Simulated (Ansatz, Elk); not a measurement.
# ScV: X-ray structure factors from the self-consistent density

Structure refinements treat a crystal as free atoms side by side. For a made-up structure of ScV (cell and positions from a PBE relaxation) the runs below show what the calculated density changes in F(hkl).

Calculated with Elk 11.2.3 (patched build); DFT, PBE, all-electron APW+lo, Dirac cores, scalar-relativistic bands, static density, ferromagnetic start.

The structure was built from a prototype and need not be the compound's stable phase.

## (1) Starting point

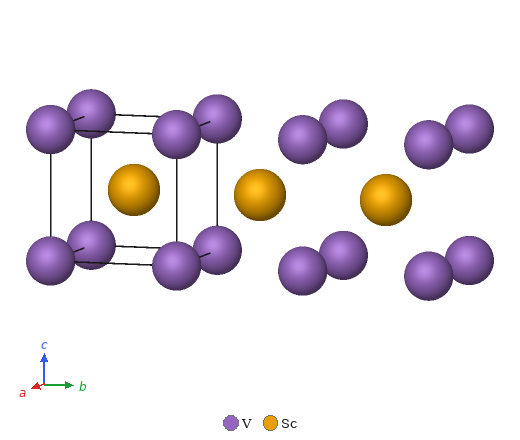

The cell as given, slightly off an axis (vanadium purple, scandium orange). 1×3×1 cells are drawn. Some periodic images of atoms are drawn too.

## (2) Ground state and structure factors

An all-electron density is needed, since X-rays see the cores too. Task 0 finds the density and task 195 Fourier-transforms it; tshift is off so that phases refer to the origin typed.

elk.in reads:

```
tasks
  0
  195
  196

xctype
  20

spinpol
  .true.

rgkmax
  7.0

gmaxvr
  14.0

lmaxo
  7

lmaxapw
  8

swidth
  0.002

tshift
  .false.

ramdisk
  .false.

hmaxvr
  5.5

maxscl
  120

epspot
  1e-06

reducebf
  0.8

sppath
  './'

avec
  6.41561161758 -0.00000000000 -0.00000000000
  0.00000000000 6.41561161758 -0.00000000000
  -0.00000000000 -0.00000000000 6.41561161758

atoms
  2
  'V.in'
  1
  0.0000000000 -0.0000000000 -0.0000000000   0.000000 0.000000 -0.115000
  'Sc.in'
  1
  0.5000000000 0.5000000000 0.5000000000   0.000000 0.000000 -0.020000

ngridk
  6 6 6
```

Command:

```sh
$ OMP_NUM_THREADS=4 elk
```

Numbers of over 12 decimals in the logs are rounded to 6 here.

What it wrote:

```text
┌─────────────────────────┐
│ Elk code version 11.2.3 │
└─────────────────────────┘

All units are atomic (Hartree, Bohr, etc.)

┌─────────────────────────────────────────────────┐
│ Ground-state run starting from atomic densities │
└─────────────────────────────────────────────────┘

Lattice vectors :
   6.415611618      -0.000000000      -0.000000000
   0.000000000       6.415611618      -0.000000000
  -0.000000000      -0.000000000       6.415611618

Reciprocal lattice vectors :
  0.9793587395       0.000000000       0.000000000
   0.000000000      0.9793587395       0.000000000
   0.000000000       0.000000000      0.9793587395

Unit cell volume      :    264.0670388
Brillouin zone volume :   0.9393456091

Muffin-tin inner radius fraction :   0.1000000000E-01

Nuclei treated as point charges

Species : 1 (V)
 parameters loaded from : V.in
 name : vanadium
 nuclear charge    :   -23.00000000
 electronic charge :    23.00000000
 atomic mass :    92860.67382
 muffin-tin radius :    2.400000000
 number of radial points in muffin-tin :    993
 inner part over the whole radius :   0.9920165687E-02
 number on inner part of muffin-tin    :    699
 approximate nuclear radius :   0.6897515165E-04
 number of mesh points to nuclear radius :    327
 atomic positions (lattice), magnetic fields (Cartesian) :
  1 :   0.00000000  0.00000000  0.00000000    0.00000000  0.00000000 -0.11500000

Species : 2 (Sc)
 parameters loaded from : Sc.in
 name : scandium
 nuclear charge    :   -21.00000000
 electronic charge :    21.00000000
 atomic mass :    81949.61073
 muffin-tin radius :    2.400000000
 number of radial points in muffin-tin :    993
 inner part over the whole radius :   0.9898716403E-02
 number on inner part of muffin-tin    :    698
 approximate nuclear radius :   0.6711386133E-04
 number of mesh points to nuclear radius :    323
 atomic positions (lattice), magnetic fields (Cartesian) :
  1 :   0.50000000  0.50000000  0.50000000    0.00000000  0.00000000 -0.02000000

Total number of atoms per unit cell :    2
Total muffin-tin volume :    115.8116716
 ratio of muffin-tin to unit cell volume :   0.4385692061

Spin treatment :
 spin-polarised
 global magnetic field (Cartesian) :    0.000000000       0.000000000       0.000000000
 collinear magnetisation in z-direction

Number of Bravais lattice symmetries :   48
Number of crystal symmetries         :   48
Crystal has inversion symmetry
Real symmetric eigensolver will be used

k-point grid :      6     6     6
k-point offset :    0.000000000       0.000000000       0.000000000
k-point set is reduced with full crystal symmetry group
Total number of k-points :       20

Muffin-tin radius times maximum |G+k| :    7.000000000
 using average radius
Maximum |G+k| for APW functions       :    2.916666667
Maximum (1/2)|G+k|²                   :    4.253472222
Maximum |G| for potential and density :    14.00000000
Constant for pseudocharge density :    8
 order of it for each species :   15  15
 order of it for pair densities of each species (exact exchange by exxq0 0: 16) :   10  10
Radial integration step length :    1

G-vector grid sizes :     30    30    30
Number of G-vectors :    12197

Maximum angular momentum used for
 APW functions            :    8
 outer part of muffin-tin :    7
 inner part of muffin-tin :    2

Total nuclear charge    :   -44.00000000
Total core charge       :    20.00000000
Total valence charge    :    24.00000000
Total excess charge     :    0.000000000
Total electronic charge :    44.00000000

Effective Wigner radius, rₛ :    1.127347060

Number of empty states         :     24
Total number of valence states :     74
Total number of core states    :     20

Third-order local-orbitals added for an l without core states : T
Total number of local-orbitals :     36

Exchange-correlation functional :     20     0     0
 Perdew-Burke-Ernzerhof, Phys. Rev. Lett. 77, 3865 (1996)
 gradient requirement :    1
 generalised gradient approximation (GGA)

Smearing type :    3
[...]
Moments :
 interstitial                :   0.6465616438
 muffin-tins
  species : 1 (V)
   atom 1                    :    1.980658692
  species : 2 (Sc)
   atom 1                    :   0.4023131635
 total in muffin-tins        :    2.382971856
 total moment                :    3.029533499

RMS change in Kohn-Sham potential (target) :    5.875781574     (  0.1000000000E-05)
Absolute change in total energy (target)   :   0.9874022634     (  0.1000000000E-03)

[... loops 3 to 26 left out ...]

┌──────────────────┐
│ Loop number : 27 │
└──────────────────┘

Energies :
 Fermi                       :     0.237520
 sum of occupied eigenvalues :     -1000.8084639986
 electron kinetic            :      1730.0729522808
 core electron kinetic       :      1590.8128855961
 Coulomb                     :     -3359.0485169912
 Coulomb potential           :     -2621.3351252459
 nuclear-nuclear             :     -274.86457352838
 electron-nuclear            :     -3555.6458086247
 Hartree                     :      471.46186516194
 Madelung                    :     -2048.3809543682
 xc potential                :     -109.43731597393
 xc effective B-field        :    -0.108973
 external B-field            :      0.000000
 exchange                    :     -82.648535036157
 correlation                 :     -1.895778
 electron entropic           :    -0.76235031999686E-03
 total energy                :     -1713.5206405233
 (external B-field energy excluded from total)

Density of states at Fermi energy :    54.93487171
 (states/Hartree/unit cell)

Estimated indirect band gap :   0.1675455332E-02
 from k-point 1 to k-point 6
Estimated direct band gap   :   0.5685167268E-02
 at k-point 2

Charges :
 core                        :    20.00000000
 valence                     :    24.00000000
 interstitial                :    3.385570368
 muffin-tins (core leakage)
  species : 1 (V)
   atom 1                    :    21.44078929     ( -0.2221834610E-06)
  species : 2 (Sc)
   atom 1                    :    19.17364034     ( -0.2163139605E-06)
 total in muffin-tins        :    40.61442963
 total calculated charge     :    43.99999735
 total charge                :    44.00000000
 error                       :   0.2650980896E-05

Moments :
 interstitial                :   0.8062531282
 muffin-tins
  species : 1 (V)
   atom 1                    :    2.205396150
  species : 2 (Sc)
   atom 1                    :   0.3332414524
 total in muffin-tins        :    2.538637603
 total moment                :    3.344890731

RMS change in Kohn-Sham potential (target) :   0.5229155832E-06 (  0.1000000000E-05)
Absolute change in total energy (target)   :   0.7983626392E-04 (  0.1000000000E-03)

Convergence targets achieved

┌──────────────────┐
│ Loop number : 28 │
└──────────────────┘

Energies :
 Fermi                       :     0.237520
 sum of occupied eigenvalues :     -1000.8084808627
 electron kinetic            :      1730.0729356249
 core electron kinetic       :      1590.8128775885
 Coulomb                     :     -3359.0485136263
 Coulomb potential           :     -2621.3351413835
 nuclear-nuclear             :     -274.86457352838
 electron-nuclear            :     -3555.6457846608
 Hartree                     :      471.46184456284
 Madelung                    :     -2048.3809429346
 xc potential                :     -109.43730141400
 xc effective B-field        :    -0.108972
 external B-field            :      0.000000
 exchange                    :     -82.648533061676
 correlation                 :     -1.895778
 electron entropic           :    -0.76233925491907E-03
 total energy                :     -1713.5206519010
 (external B-field energy excluded from total)

Density of states at Fermi energy :    54.93392395
 (states/Hartree/unit cell)

Estimated indirect band gap :   0.1675464298E-02
 from k-point 1 to k-point 6
Estimated direct band gap   :   0.5685177398E-02
 at k-point 2

Charges :
 core                        :    20.00000000
 valence                     :    24.00000000
 interstitial                :    3.385572363
 muffin-tins (core leakage)
  species : 1 (V)
   atom 1                    :    21.44078709     ( -0.2221830169E-06)
  species : 2 (Sc)
   atom 1                    :    19.17364055     ( -0.2163146018E-06)
 total in muffin-tins        :    40.61442764
 total calculated charge     :    43.99999735
 total charge                :    44.00000000
 error                       :   0.2649932782E-05

Moments :
 interstitial                :   0.8062616480
 muffin-tins
  species : 1 (V)
   atom 1                    :    2.205373810
  species : 2 (Sc)
   atom 1                    :   0.3332477651
 total in muffin-tins        :    2.538621575
 total moment                :    3.344883223

┌──────────────────────────────┐
│ Self-consistent loop stopped │
└──────────────────────────────┘

Wrote STATE.OUT
```

Wall time 45 s (4 threads of Arm Neoverse V1, shared host); peak memory 0.17 GiB.

SFACRHO.OUT:

```text

h k l indices transformed by vhmat matrix:
   1.000000000       0.000000000       0.000000000    
   0.000000000       1.000000000       0.000000000    
   0.000000000       0.000000000       1.000000000    

      h      k      l  multipl.   |H|            Re(F)            Im(F)           |F|

      0      0      0      1   0.0000000       44.000000     -0.12495985E-16   44.000000    
     -1      0      0      6  0.97935874       2.0912722      0.51990024E-14   2.0912722    
      0     -1      1     12   1.3850224       31.411752     -0.99294190E-15   31.411752    
     -1     -1      1      8   1.6962991       1.6471143      0.43800855E-14   1.6471143    
     -2      0      0      6   1.9587175       26.705200     -0.81043887E-14   26.705200    
      1      0      2     24   2.1899127       1.4827868     -0.16548630E-13   1.4827868    
      1      1      2     24   2.3989292       23.486715      0.14244224E-13   23.486715    
      0     -2      2     12   2.7700448       21.151896     -0.13062660E-14   21.151896    
     -1     -2      2     24   2.9380762       1.1816151      0.73106422E-14   1.1816151    
      0     -3      0      6   2.9380762       1.1164952     -0.35083752E-14   1.1164952    
     -3      0      1     24   3.0970043       19.387664      0.22446709E-14   19.387664    
     -3     -1     -1     24   3.2481655       1.0024568      0.10290578E-13   1.0024568    
      2     -2      2      8   3.3925982       18.136714      0.55045921E-14   18.136714    
      2      3      0     24   3.5311282      0.88689366      0.51346658E-14  0.88689366    
     -1      2      3     48   3.6644249       17.093303      0.10479030E-13   17.093303    
      0      4      0      6   3.9174350       16.220325      0.99954160E-14   16.220325    
     -2      2      3     24   4.0379995      0.71035654     -0.10761172E-13  0.71035654    
      4      0      1     24   4.0379995      0.64677542     -0.88715958E-14  0.64677542
```

Elk indexes on the primitive cell of elk.in and gives |H| = 4π sin θ/λ in inverse bohr. Below, one row stands for each form hkl of the conventional cell (m members, Friedel mates merged), F is for one primitive cell and the density is static (no thermal factor). Free-atom factors are Waasmaier and Kirfel's, and R is Σm||F|−|F'||/Σm|F|.

| hkl | m | sin θ/λ (Å⁻¹) | abs F, DFT | neutral atoms | diff. |
| --- | --- | --- | --- | --- | --- |
| 100 | 6 | 0.147 | 2.091 | 2.021 | +0.070 |
| 110 | 12 | 0.208 | 31.412 | 31.640 | -0.228 |
| 111 | 8 | 0.255 | 1.647 | 1.719 | -0.072 |
| 200 | 6 | 0.295 | 26.705 | 26.735 | -0.030 |
| 210 | 24 | 0.329 | 1.483 | 1.518 | -0.035 |
| 211 | 24 | 0.361 | 23.487 | 23.455 | +0.032 |
| 220 | 12 | 0.417 | 21.152 | 21.104 | +0.048 |
| 221 | 24 | 0.442 | 1.182 | 1.171 | +0.011 |
| 300 | 6 | 0.442 | 1.117 | 1.171 | -0.054 |
| 310 | 24 | 0.466 | 19.388 | 19.368 | +0.019 |
| 311 | 24 | 0.488 | 1.002 | 1.011 | -0.009 |
| 222 | 8 | 0.510 | 18.137 | 18.060 | +0.076 |
| 320 | 24 | 0.531 | 0.887 | 0.871 | +0.016 |
| 321 | 48 | 0.551 | 17.093 | 17.053 | +0.040 |
| 400 | 6 | 0.589 | 16.220 | 16.261 | -0.041 |
| 322 | 24 | 0.607 | 0.710 | 0.660 | +0.050 |
| 410 | 24 | 0.607 | 0.647 | 0.660 | -0.013 |
| 411 | 24 | 0.625 | 15.597 | 15.622 | -0.024 |
| 330 | 12 | 0.625 | 15.636 | 15.622 | +0.014 |
| 331 | 24 | 0.642 | 0.631 | 0.588 | +0.043 |
| 420 | 24 | 0.659 | 15.073 | 15.093 | -0.020 |
| 421 | 48 | 0.675 | 0.554 | 0.533 | +0.020 |

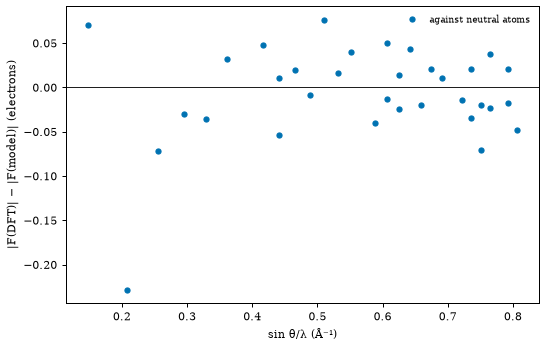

Difference between the calculated structure factors and the independent-atom ones.

## (3) The magnetisation density

The same run holds the spin density, and task 196 transforms it. The order is that of the start, and no other was tried.

SFACMAG_1.OUT:

```text

h k l indices transformed by vhmat matrix:
   1.000000000       0.000000000       0.000000000    
   0.000000000       1.000000000       0.000000000    
   0.000000000       0.000000000       1.000000000    

      h      k      l  multipl.   |H|            Re(F)            Im(F)           |F|

      0      0      0      1   0.0000000       3.3448833     -0.12859718E-17   3.3448833    
     -1      0      0      6  0.97935874       1.4523818      0.23669252E-16   1.4523818    
      0     -1      1     12   1.3850224       1.1970193     -0.87968835E-17   1.1970193    
     -1     -1      1      8   1.6962991      0.74056571      0.20313472E-16  0.74056571    
     -2      0      0      6   1.9587175      0.55932527     -0.17164372E-16  0.55932527    
      1      0      2     24   2.1899127      0.46104716     -0.68649779E-16  0.46104716    
      1      1      2     24   2.3989292      0.48907681      0.68614236E-16  0.48907681    
      0     -2      2     12   2.7700448      0.34049522     -0.49989808E-17  0.34049522    
     -1     -2      2     24   2.9380762      0.24356721      0.21588602E-16  0.24356721    
      0     -3      0      6   2.9380762      0.14381678     -0.44796432E-17  0.14381678    
     -3      0      1     24   3.0970043      0.12145782      0.10010479E-16  0.12145782    
     -3     -1     -1     24   3.2481655      0.12755977      0.11563486E-16  0.12755977    
      2     -2      2      8   3.3925982      0.22159688      0.17398830E-16  0.22159688    
      2      3      0     24   3.5311282      0.10055851     -0.37031748E-17  0.10055851    
     -1      2      3     48   3.6644249      0.11540123      0.14469612E-16  0.11540123    
      0      4      0      6   3.9174350     -0.85752289E-01 -0.26833620E-16  0.85752289E-01
```

The total moment is 3.34 μB a cell; sphere moments: V1 +2.21, Sc2 +0.33 μB. Polarised neutrons measure spin and orbital magnetisation together; without spin-orbit coupling the run gives the spin part:

| hkl | sin θ/λ (Å⁻¹) | abs F_M (μB) |
| --- | --- | --- |
| 100 | 0.147 | 1.452 |
| 110 | 0.208 | 1.197 |
| 111 | 0.255 | 0.741 |
| 200 | 0.295 | 0.559 |
| 210 | 0.329 | 0.461 |
| 211 | 0.361 | 0.489 |
| 220 | 0.417 | 0.341 |
| 221 | 0.442 | 0.244 |
| 300 | 0.442 | 0.144 |
| 310 | 0.466 | 0.121 |
| 311 | 0.488 | 0.128 |
| 222 | 0.510 | 0.222 |
| 320 | 0.531 | 0.101 |
| 321 | 0.551 | 0.115 |

## (4) The highest occupied states alone

An energy window below the Fermi level keeps the highest occupied states, to see at which angles they scatter; shallow core shells can lie inside it and anion s states outside. No new self-consistency is needed.

Changes to elk.in since step 2:

```diff
@@ -1,5 +1,3 @@
 tasks
-  0
   195
-  196
 
@@ -44,2 +42,5 @@
 
+wsfac
+  -0.313720 0.537520
+
 sppath
```

Command:

```sh
$ OMP_NUM_THREADS=4 elk
```

What it wrote:

```text
┌─────────────────────────────────┐
│ Elk code version 11.2.3 started │
└─────────────────────────────────┘

Info(readinput): the functional depends on the density's gradient
 muffin-tin radial points multiplied by    2.00000
 (not where nrmtscf is given)

┌────────────────────┐
│ Current task : 195 │
└────────────────────┘

Info(sfacrho): density structure factors written to SFACRHO.OUT

 Energy window :  -0.3137200000      0.5375200000

┌──────────────────┐
│ Elk code stopped │
└──────────────────┘
```

The job ended after 3.4 s (4 threads; peak memory 0.16 GiB; 4.7 s of CPU time).

States within 15 eV below the Fermi level hold 8.00 electrons; any levels below the window count with the cores. Their amplitudes can exceed the total, where window and core parts have opposite phase:

| hkl | sin θ/λ (Å⁻¹) | abs F, window | abs F, all |
| --- | --- | --- | --- |
| 100 | 0.147 | 1.671 | 2.091 |
| 110 | 0.208 | 1.609 | 31.412 |
| 111 | 0.255 | 0.811 | 1.647 |
| 200 | 0.295 | 1.064 | 26.705 |
| 210 | 0.329 | 0.519 | 1.483 |
| 211 | 0.361 | 0.754 | 23.487 |
| 220 | 0.417 | 0.523 | 21.152 |
| 221 | 0.442 | 0.275 | 1.182 |
| 300 | 0.442 | 0.209 | 1.117 |
| 310 | 0.466 | 0.324 | 19.388 |

(Continued in part 2 of 2.)

[Logs are printed without paths, hosts, clocks, repeated set-up lines and the standing remarks that a program may print on its own settings, such as how far it seeks lower states.]

[Hosts, paths, dates, database ids (printed as entryN), source tags and the programs' standing remarks are cut or masked in the printed files.]
